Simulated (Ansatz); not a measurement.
Partial pair distribution functions of a relaxed model of amorphous In$_{9}$Ga$_{9}$Zn$_{9}$O$_{37}$Ca, broadened by 0.06 Å; density 5.83 g/cm³. Computed with PBE, scalar-relativistic without spin-orbit coupling (plane waves to 420 eV, PAW; Ansatz, an electronic-structure program).

A CHGNet melt-quench gave the starting glass, which DFT then relaxed. O atoms were pushed apart under 1.9 Å during the dynamics, to hinder bonds among them. The hot cell started wider than the set density and was brought back towards it in steps. It is the lowest in DFT energy of 2 quenches. It is a model cell: composition and starting density were chosen by hand, and all elements were melted together. No dispersion term was used. Its density started from a set value of 5.81 and ended at 5.83 g/cm³. Cooling (nominally 210 K/ps over its main leg) ran many orders faster than in experiment, which tends to leave more defects and strain. Values belong to this one cell and scatter from quench to quench. Volume and shape were free in the relaxation.

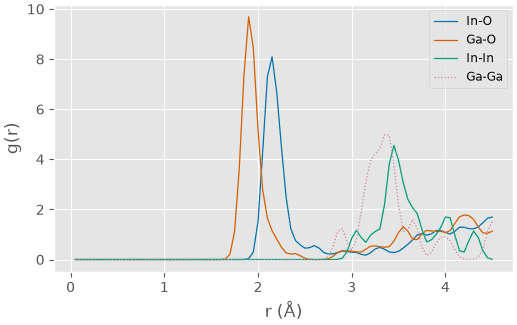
Figure. Partial pair distribution functions

Highest peaks under 4.5 Å: In-O near 2.15 Å, Ga-O near 1.90 Å, In-In near 3.45 Å, Ga-Ga near 3.35 Å; pairs of few atoms are noisy.

Within 2.74 Å each In has 5.44 O neighbours on average.
